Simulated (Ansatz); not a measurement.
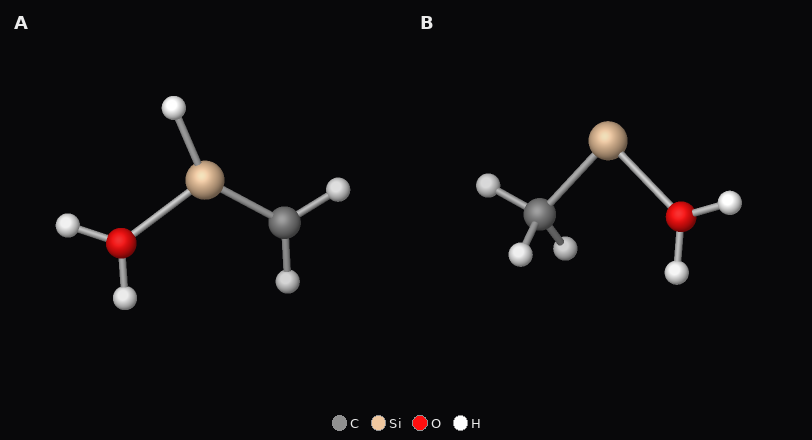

2 stationary structures of one formula. State: charge +1, singlet. Geometries: PBE0-D4/def2-TZVP. Electronic energies: PBE-D4/def2-TZVPP (Ansatz 0.2.0), without zero-point energy. No frequency run is at hand to confirm each as a minimum. Each is one conformer, not always the lowest.

Which is lowest in energy, and by how much?

Answer. B is lowest (Cs); A lies 106.2 kJ/mol above it (C1).
